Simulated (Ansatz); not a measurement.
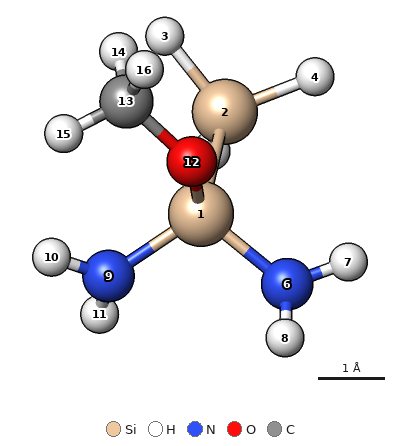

Figure 1. The input geometry (ball-and-stick view, seen at a tilt; atoms are numbered from 1 in the order of the input). Bond lengths as drawn: C–H 1.09 Å, C–O 1.40 Å, H–N 1.00 to 1.01 Å, H–Si 1.48 Å, N–Si 1.71 to 1.72 Å, O–Si 1.65 Å and Si–Si 2.34 Å.

**Molecular dynamics of CH10N2OSi2 (part 1 of 5)**

The run: molecular dynamics of CH10N2OSi2. Method and program: RKS BHLYP-D4/6-31G* (Ansatz 0.2.0).

It belongs to a series of runs on one base structure; here: dynamics from the start. Figures and captions count atoms from 1; the log counts them from 0 in places.

The program's output
```
Engine: ansatz 0.2.0, aarch64-unknown-linux-gnu
Functional definition: BHLYP
  parameter a = 0.5
  exchange = (1 - a)*b88_x + a*exact_x
  correlation = lyp_c
1312 factors; integrals over basis functions are off by at most 7.2e-4 eV
mean field evaluation 1: about -21971.3260 eV, gradient 6.7e1 eV
mean field evaluation 2: about -21970.9931 eV, gradient 6.8e1 eV
mean field evaluation 4: about -21979.8728 eV, gradient 2.4e0 eV
mean field evaluation 8: about -21979.9479 eV, gradient 9.5e-2 eV
mean field evaluation 16: about -21979.9479 eV, gradient 2.8e-5 eV
mean field -21979.94791163 eV, -807.7481872085 hartree, gradient 2.8e-5 eV, S^2 0.000000; 0 other end points of the search recorded, 0 dependent functions left out
the calculation of the forces begins
reference -21979.94809998 eV, -807.7481941302 hartree; 33, 33 occupied and 85, 85 virtual orbitals, 1312 factors
md step     0: t =     0.00 fs  T =   500.0 K  F+E_penalty+E_count = -21980.43980234 eV  E_kin = 0.904820 eV  conserved = -21979.53498235 eV  (27 SCF iters)
these checks for a lower state are left out or cut short: starts, cluster_reference, orbital_swaps, neighbouring_geometries, increment
1312 factors; integrals over basis functions are off by at most 7.3e-4 eV
mean field -21979.93378576 eV, -807.7476680924 hartree, gradient 9.6e-6 eV, S^2 0.000000; 0 other end points of the search recorded, 0 dependent functions left out
the calculation of the forces begins
reference -21979.93397399 eV, -807.7476750097 hartree; 33, 33 occupied and 85, 85 virtual orbitals, 1312 factors
md step     1: t =     0.50 fs  T =   492.3 K  F+E_penalty+E_count = -21980.42565072 eV  E_kin = 0.890946 eV  conserved = -21979.53470456 eV  (31 SCF iters, 3 dispersion substeps)
[... from here on the SCF iterations and repeated set-up lines of each step are left out, up to the last step ...]
md step     2: t =     1.00 fs  T =   471.2 K  F+E_penalty+E_count = -21980.38683948 eV  E_kin = 0.852765 eV  conserved = -21979.53407481 eV  (31 SCF iters, 3 dispersion substeps)
md step     3: t =     1.50 fs  T =   441.9 K  F+E_penalty+E_count = -21980.33308319 eV  E_kin = 0.799744 eV  conserved = -21979.53333916 eV  (31 SCF iters, 3 dispersion substeps)
md step     4: t =     2.00 fs  T =   410.7 K  F+E_penalty+E_count = -21980.27586904 eV  E_kin = 0.743139 eV  conserved = -21979.53273000 eV  (31 SCF iters, 3 dispersion substeps)
md step     5: t =     2.50 fs  T =   382.6 K  F+E_penalty+E_count = -21980.22481226 eV  E_kin = 0.692420 eV  conserved = -21979.53239224 eV  (31 SCF iters, 3 dispersion substeps)
md step     6: t =     3.00 fs  T =   360.8 K  F+E_penalty+E_count = -21980.18532293 eV  E_kin = 0.652964 eV  conserved = -21979.53235916 eV  (32 SCF iters, 3 dispersion substeps)
md step     7: t =     3.50 fs  T =   345.6 K  F+E_penalty+E_count = -21980.15802177 eV  E_kin = 0.625455 eV  conserved = -21979.53256675 eV  (32 SCF iters, 3 dispersion substeps)
md step     8: t =     4.00 fs  T =   335.3 K  F+E_penalty+E_count = -21980.13972905 eV  E_kin = 0.606841 eV  conserved = -21979.53288800 eV  (32 SCF iters, 3 dispersion substeps)
md step     9: t =     4.50 fs  T =   327.3 K  F+E_penalty+E_count = -21980.12550194 eV  E_kin = 0.592335 eV  conserved = -21979.53316698 eV  (31 SCF iters, 3 dispersion substeps)
md step    10: t =     5.00 fs  T =   319.3 K  F+E_penalty+E_count = -21980.11111801 eV  E_kin = 0.577857 eV  conserved = -21979.53326075 eV  (31 SCF iters, 3 dispersion substeps)
md step    11: t =     5.50 fs  T =   310.7 K  F+E_penalty+E_count = -21980.09528651 eV  E_kin = 0.562184 eV  conserved = -21979.53310293 eV  (31 SCF iters, 3 dispersion substeps)
md step    12: t =     6.00 fs  T =   302.7 K  F+E_penalty+E_count = -21980.08058585 eV  E_kin = 0.547814 eV  conserved = -21979.53277158 eV  (32 SCF iters, 3 dispersion substeps)
md step    13: t =     6.50 fs  T =   298.2 K  F+E_penalty+E_count = -21980.07214425 eV  E_kin = 0.539652 eV  conserved = -21979.53249228 eV  (32 SCF iters, 3 dispersion substeps)
md step    14: t =     7.00 fs  T =   299.3 K  F+E_penalty+E_count = -21980.07416927 eV  E_kin = 0.541659 eV  conserved = -21979.53250977 eV  (31 SCF iters, 3 dispersion substeps)
md step    15: t =     7.50 fs  T =   305.8 K  F+E_penalty+E_count = -21980.08634119 eV  E_kin = 0.553455 eV  conserved = -21979.53288647 eV  (32 SCF iters, 3 dispersion substeps)
md step    16: t =     8.00 fs  T =   314.7 K  F+E_penalty+E_count = -21980.10289062 eV  E_kin = 0.569447 eV  conserved = -21979.53344332 eV  (31 SCF iters, 3 dispersion substeps)
md step    17: t =     8.50 fs  T =   321.3 K  F+E_penalty+E_count = -21980.11525977 eV  E_kin = 0.581367 eV  conserved = -21979.53389242 eV  (28 SCF iters, 3 dispersion substeps)
md step    18: t =     9.00 fs  T =   321.8 K  F+E_penalty+E_count = -21980.11644409 eV  E_kin = 0.582417 eV  conserved = -21979.53402730 eV  (30 SCF iters, 3 dispersion substeps)
md step    19: t =     9.50 fs  T =   315.2 K  F+E_penalty+E_count = -21980.10420843 eV  E_kin = 0.570395 eV  conserved = -21979.53381339 eV  (31 SCF iters, 3 dispersion substeps)
md step    20: t =    10.00 fs  T =   303.0 K  F+E_penalty+E_count = -21980.08172151 eV  E_kin = 0.548358 eV  conserved = -21979.53336328 eV  (31 SCF iters, 3 dispersion substeps)
md step    21: t =    10.50 fs  T =   289.0 K  F+E_penalty+E_count = -21980.05587603 eV  E_kin = 0.523013 eV  conserved = -21979.53286258 eV  (31 SCF iters, 3 dispersion substeps)
md step    22: t =    11.00 fs  T =   277.4 K  F+E_penalty+E_count = -21980.03443047 eV  E_kin = 0.501941 eV  conserved = -21979.53248924 eV  (25 SCF iters, 3 dispersion substeps)
md step    23: t =    11.50 fs  T =   271.3 K  F+E_penalty+E_count = -21980.02322175 eV  E_kin = 0.490866 eV  conserved = -21979.53235600 eV  (25 SCF iters, 3 dispersion substeps)
md step    24: t =    12.00 fs  T =   271.8 K  F+E_penalty+E_count = -21980.02436872 eV  E_kin = 0.491882 eV  conserved = -21979.53248632 eV  (25 SCF iters, 3 dispersion substeps)
md step    25: t =    12.50 fs  T =   278.0 K  F+E_penalty+E_count = -21980.03587002 eV  E_kin = 0.503047 eV  conserved = -21979.53282324 eV  (25 SCF iters, 3 dispersion substeps)
md step    26: t =    13.00 fs  T =   286.9 K  F+E_penalty+E_count = -21980.05250123 eV  E_kin = 0.519250 eV  conserved = -21979.53325079 eV  (25 SCF iters, 3 dispersion substeps)
md step    27: t =    13.50 fs  T =   295.1 K  F+E_penalty+E_count = -21980.06764932 eV  E_kin = 0.534025 eV  conserved = -21979.53362397 eV  (31 SCF iters, 3 dispersion substeps)
md step    28: t =    14.00 fs  T =   299.4 K  F+E_penalty+E_count = -21980.07560294 eV  E_kin = 0.541798 eV  conserved = -21979.53380530 eV  (31 SCF iters, 3 dispersion substeps)
md step    29: t =    14.50 fs  T =   298.4 K  F+E_penalty+E_count = -21980.07368225 eV  E_kin = 0.539965 eV  conserved = -21979.53371748 eV  (31 SCF iters, 3 dispersion substeps)
md step    30: t =    15.00 fs  T =   292.8 K  F+E_penalty+E_count = -21980.06335076 eV  E_kin = 0.529945 eV  conserved = -21979.53340561 eV  (32 SCF iters, 3 dispersion substeps)
md step    31: t =    15.50 fs  T =   285.4 K  F+E_penalty+E_count = -21980.04943314 eV  E_kin = 0.516386 eV  conserved = -21979.53304685 eV  (25 SCF iters, 3 dispersion substeps)
md step    32: t =    16.00 fs  T =   278.8 K  F+E_penalty+E_count = -21980.03739513 eV  E_kin = 0.504542 eV  conserved = -21979.53285356 eV  (25 SCF iters, 3 dispersion substeps)
md step    33: t =    16.50 fs  T =   274.8 K  F+E_penalty+E_count = -21980.03018884 eV  E_kin = 0.497276 eV  conserved = -21979.53291299 eV  (25 SCF iters, 3 dispersion substeps)
md step    34: t =    17.00 fs  T =   272.9 K  F+E_penalty+E_count = -21980.02697483 eV  E_kin = 0.493857 eV  conserved = -21979.53311825 eV  (25 SCF iters, 3 dispersion substeps)
md step    35: t =    17.50 fs  T =   271.6 K  F+E_penalty+E_count = -21980.02468707 eV  E_kin = 0.491417 eV  conserved = -21979.53327009 eV  (32 SCF iters, 3 dispersion substeps)
md step    36: t =    18.00 fs  T =   269.5 K  F+E_penalty+E_count = -21980.02097598 eV  E_kin = 0.487731 eV  conserved = -21979.53324481 eV  (32 SCF iters, 3 dispersion substeps)
md step    37: t =    18.50 fs  T =   266.9 K  F+E_penalty+E_count = -21980.01611181 eV  E_kin = 0.483046 eV  conserved = -21979.53306609 eV  (28 SCF iters, 3 dispersion substeps)
md step    38: t =    19.00 fs  T =   265.2 K  F+E_penalty+E_count = -21980.01270788 eV  E_kin = 0.479851 eV  conserved = -21979.53285695 eV  (32 SCF iters, 3 dispersion substeps)
md step    39: t =    19.50 fs  T =   265.9 K  F+E_penalty+E_count = -21980.01389443 eV  E_kin = 0.481147 eV  conserved = -21979.53274746 eV  (25 SCF iters, 3 dispersion substeps)
md step    40: t =    20.00 fs  T =   269.9 K  F+E_penalty+E_count = -21980.02131489 eV  E_kin = 0.488507 eV  conserved = -21979.53280837 eV  (25 SCF iters, 3 dispersion substeps)
md step    41: t =    20.50 fs  T =   276.8 K  F+E_penalty+E_count = -21980.03398145 eV  E_kin = 0.500946 eV  conserved = -21979.53303500 eV  (25 SCF iters, 3 dispersion substeps)
md step    42: t =    21.00 fs  T =   284.5 K  F+E_penalty+E_count = -21980.04829598 eV  E_kin = 0.514928 eV  conserved = -21979.53336798 eV  (32 SCF iters, 3 dispersion substeps)
md step    43: t =    21.50 fs  T =   290.3 K  F+E_penalty+E_count = -21980.05897160 eV  E_kin = 0.525249 eV  conserved = -21979.53372224 eV  (32 SCF iters, 3 dispersion substeps)
md step    44: t =    22.00 fs  T =   290.9 K  F+E_penalty+E_count = -21980.06041152 eV  E_kin = 0.526405 eV  conserved = -21979.53400618 eV  (32 SCF iters, 3 dispersion substeps)
md step    45: t =    22.50 fs  T =   284.1 K  F+E_penalty+E_count = -21980.04823605 eV  E_kin = 0.514112 eV  conserved = -21979.53412379 eV  (32 SCF iters, 3 dispersion substeps)
md step    46: t =    23.00 fs  T =   269.0 K  F+E_penalty+E_count = -21980.02084139 eV  E_kin = 0.486854 eV  conserved = -21979.53398788 eV  (32 SCF iters, 3 dispersion substeps)
md step    47: t =    23.50 fs  T =   247.1 K  F+E_penalty+E_count = -21979.98073419 eV  E_kin = 0.447175 eV  conserved = -21979.53355959 eV  (32 SCF iters, 3 dispersion substeps)
md step    48: t =    24.00 fs  T =   222.2 K  F+E_penalty+E_count = -21979.93494593 eV  E_kin = 0.402017 eV  conserved = -21979.53292880 eV  (32 SCF iters, 3 dispersion substeps)
md step    49: t =    24.50 fs  T =   199.6 K  F+E_penalty+E_count = -21979.89349349 eV  E_kin = 0.361163 eV  conserved = -21979.53233068 eV  (25 SCF iters, 3 dispersion substeps)
md step    50: t =    25.00 fs  T =   184.4 K  F+E_penalty+E_count = -21979.86570425 eV  E_kin = 0.333662 eV  conserved = -21979.53204255 eV  (25 SCF iters, 3 dispersion substeps)
md step    51: t =    25.50 fs  T =   179.0 K  F+E_penalty+E_count = -21979.85607512 eV  E_kin = 0.323891 eV  conserved = -21979.53218383 eV  (25 SCF iters, 3 dispersion substeps)
md step    52: t =    26.00 fs  T =   182.3 K  F+E_penalty+E_count = -21979.86254817 eV  E_kin = 0.329934 eV  conserved = -21979.53261395 eV  (25 SCF iters, 3 dispersion substeps)
md step    53: t =    26.50 fs  T =   191.0 K  F+E_penalty+E_count = -21979.87861489 eV  E_kin = 0.345568 eV  conserved = -21979.53304729 eV  (32 SCF iters, 3 dispersion substeps)
md step    54: t =    27.00 fs  T =   201.3 K  F+E_penalty+E_count = -21979.89758852 eV  E_kin = 0.364322 eV  conserved = -21979.53326697 eV  (32 SCF iters, 3 dispersion substeps)
md step    55: t =    27.50 fs  T =   211.5 K  F+E_penalty+E_count = -21979.91592174 eV  E_kin = 0.382677 eV  conserved = -21979.53324506 eV  (32 SCF iters, 3 dispersion substeps)
md step    56: t =    28.00 fs  T =   221.4 K  F+E_penalty+E_count = -21979.93372566 eV  E_kin = 0.400616 eV  conserved = -21979.53311009 eV  (32 SCF iters, 3 dispersion substeps)
md step    57: t =    28.50 fs  T =   232.0 K  F+E_penalty+E_count = -21979.95288678 eV  E_kin = 0.419857 eV  conserved = -21979.53303021 eV  (27 SCF iters, 3 dispersion substeps)
md step    58: t =    29.00 fs  T =   243.9 K  F+E_penalty+E_count = -21979.97449871 eV  E_kin = 0.441390 eV  conserved = -21979.53310919 eV  (25 SCF iters, 3 dispersion substeps)
md step    59: t =    29.50 fs  T =   256.4 K  F+E_penalty+E_count = -21979.99724685 eV  E_kin = 0.463906 eV  conserved = -21979.53334106 eV  (32 SCF iters, 3 dispersion substeps)
md step    60: t =    30.00 fs  T =   267.4 K  F+E_penalty+E_count = -21980.01744583 eV  E_kin = 0.483807 eV  conserved = -21979.53363843 eV  (32 SCF iters, 3 dispersion substeps)
md step    61: t =    30.50 fs  T =   274.3 K  F+E_penalty+E_count = -21980.03035144 eV  E_kin = 0.496459 eV  conserved = -21979.53389282 eV  (32 SCF iters, 3 dispersion substeps)
md step    62: t =    31.00 fs  T =   275.1 K  F+E_penalty+E_count = -21980.03187379 eV  E_kin = 0.497857 eV  conserved = -21979.53401633 eV  (31 SCF iters, 3 dispersion substeps)
md step    63: t =    31.50 fs  T =   268.6 K  F+E_penalty+E_count = -21980.02003090 eV  E_kin = 0.486082 eV  conserved = -21979.53394896 eV  (31 SCF iters, 3 dispersion substeps)
md step    64: t =    32.00 fs  T =   255.5 K  F+E_penalty+E_count = -21979.99594171 eV  E_kin = 0.462281 eV  conserved = -21979.53366088 eV  (32 SCF iters, 3 dispersion substeps)
md step    65: t =    32.50 fs  T =   238.2 K  F+E_penalty+E_count = -21979.96426960 eV  E_kin = 0.431093 eV  conserved = -21979.53317683 eV  (32 SCF iters, 3 dispersion substeps)
md step    66: t =    33.00 fs  T =   221.1 K  F+E_penalty+E_count = -21979.93271008 eV  E_kin = 0.400087 eV  conserved = -21979.53262275 eV  (32 SCF iters, 3 dispersion substeps)
md step    67: t =    33.50 fs  T =   208.7 K  F+E_penalty+E_count = -21979.90991328 eV  E_kin = 0.377689 eV  conserved = -21979.53222382 eV  (25 SCF iters, 3 dispersion substeps)
md step    68: t =    34.00 fs  T =   204.4 K  F+E_penalty+E_count = -21979.90201526 eV  E_kin = 0.369826 eV  conserved = -21979.53218931 eV  (25 SCF iters, 3 dispersion substeps)
md step    69: t =    34.50 fs  T =   208.3 K  F+E_penalty+E_count = -21979.90953799 eV  E_kin = 0.376991 eV  conserved = -21979.53254692 eV  (25 SCF iters, 3 dispersion substeps)
md step    70: t =    35.00 fs  T =   217.7 K  F+E_penalty+E_count = -21979.92702683 eV  E_kin = 0.393928 eV  conserved = -21979.53309920 eV  (25 SCF iters, 3 dispersion substeps)
md step    71: t =    35.50 fs  T =   227.9 K  F+E_penalty+E_count = -21979.94601985 eV  E_kin = 0.412455 eV  conserved = -21979.53356485 eV  (32 SCF iters, 3 dispersion substeps)
md step    72: t =    36.00 fs  T =   235.1 K  F+E_penalty+E_count = -21979.95928504 eV  E_kin = 0.425514 eV  conserved = -21979.53377129 eV  (32 SCF iters, 3 dispersion substeps)
md step    73: t =    36.50 fs  T =   237.5 K  F+E_penalty+E_count = -21979.96350614 eV  E_kin = 0.429778 eV  conserved = -21979.53372811 eV  (32 SCF iters, 3 dispersion substeps)
md step    74: t =    37.00 fs  T =   235.2 K  F+E_penalty+E_count = -21979.95926042 eV  E_kin = 0.425702 eV  conserved = -21979.53355865 eV  (32 SCF iters, 3 dispersion substeps)
md step    75: t =    37.50 fs  T =   229.8 K  F+E_penalty+E_count = -21979.94921868 eV  E_kin = 0.415835 eV  conserved = -21979.53338367 eV  (25 SCF iters, 3 dispersion substeps)
md step    76: t =    38.00 fs  T =   222.7 K  F+E_penalty+E_count = -21979.93626844 eV  E_kin = 0.403011 eV  conserved = -21979.53325705 eV  (28 SCF iters, 3 dispersion substeps)
md step    77: t =    38.50 fs  T =   215.2 K  F+E_penalty+E_count = -21979.92257143 eV  E_kin = 0.389391 eV  conserved = -21979.53318058 eV  (25 SCF iters, 3 dispersion substeps)
md step    78: t =    39.00 fs  T =   207.9 K  F+E_penalty+E_count = -21979.90943738 eV  E_kin = 0.376290 eV  conserved = -21979.53314746 eV  (25 SCF iters, 3 dispersion substeps)
md step    79: t =    39.50 fs  T =   201.3 K  F+E_penalty+E_count = -21979.89741705 eV  E_kin = 0.364260 eV  conserved = -21979.53315753 eV  (25 SCF iters, 3 dispersion substeps)
md step    80: t =    40.00 fs  T =   195.2 K  F+E_penalty+E_count = -21979.88637358 eV  E_kin = 0.353178 eV  conserved = -21979.53319528 eV  (32 SCF iters, 3 dispersion substeps)
md step    81: t =    40.50 fs  T =   189.3 K  F+E_penalty+E_count = -21979.87579811 eV  E_kin = 0.342586 eV  conserved = -21979.53321198 eV  (32 SCF iters, 3 dispersion substeps)
md step    82: t =    41.00 fs  T =   183.7 K  F+E_penalty+E_count = -21979.86559042 eV  E_kin = 0.332445 eV  conserved = -21979.53314542 eV  (32 SCF iters, 3 dispersion substeps)
md step    83: t =    41.50 fs  T =   179.0 K  F+E_penalty+E_count = -21979.85694929 eV  E_kin = 0.323966 eV  conserved = -21979.53298320 eV  (32 SCF iters, 3 dispersion substeps)
md step    84: t =    42.00 fs  T =   176.6 K  F+E_penalty+E_count = -21979.85244448 eV  E_kin = 0.319627 eV  conserved = -21979.53281702 eV  (32 SCF iters, 3 dispersion substeps)
md step    85: t =    42.50 fs  T =   177.8 K  F+E_penalty+E_count = -21979.85454266 eV  E_kin = 0.321729 eV  conserved = -21979.53281362 eV  (25 SCF iters, 3 dispersion substeps)
md step    86: t =    43.00 fs  T =   182.4 K  F+E_penalty+E_count = -21979.86314109 eV  E_kin = 0.330069 eV  conserved = -21979.53307205 eV  (25 SCF iters, 3 dispersion substeps)
md step    87: t =    43.50 fs  T =   188.3 K  F+E_penalty+E_count = -21979.87417877 eV  E_kin = 0.340684 eV  conserved = -21979.53349504 eV  (32 SCF iters, 3 dispersion substeps)
md step    88: t =    44.00 fs  T =   191.9 K  F+E_penalty+E_count = -21979.88115414 eV  E_kin = 0.347329 eV  conserved = -21979.53382520 eV  (32 SCF iters, 3 dispersion substeps)
md step    89: t =    44.50 fs  T =   190.7 K  F+E_penalty+E_count = -21979.87895396 eV  E_kin = 0.345109 eV  conserved = -21979.53384483 eV  (32 SCF iters, 3 dispersion substeps)
md step    90: t =    45.00 fs  T =   184.3 K  F+E_penalty+E_count = -21979.86710640 eV  E_kin = 0.333562 eV  conserved = -21979.53354442 eV  (32 SCF iters, 3 dispersion substeps)
md step    91: t =    45.50 fs  T =   175.1 K  F+E_penalty+E_count = -21979.84998544 eV  E_kin = 0.316874 eV  conserved = -21979.53311160 eV  (25 SCF iters, 3 dispersion substeps)
md step    92: t =    46.00 fs  T =   166.5 K  F+E_penalty+E_count = -21979.83407504 eV  E_kin = 0.301302 eV  conserved = -21979.53277313 eV  (25 SCF iters, 3 dispersion substeps)
```
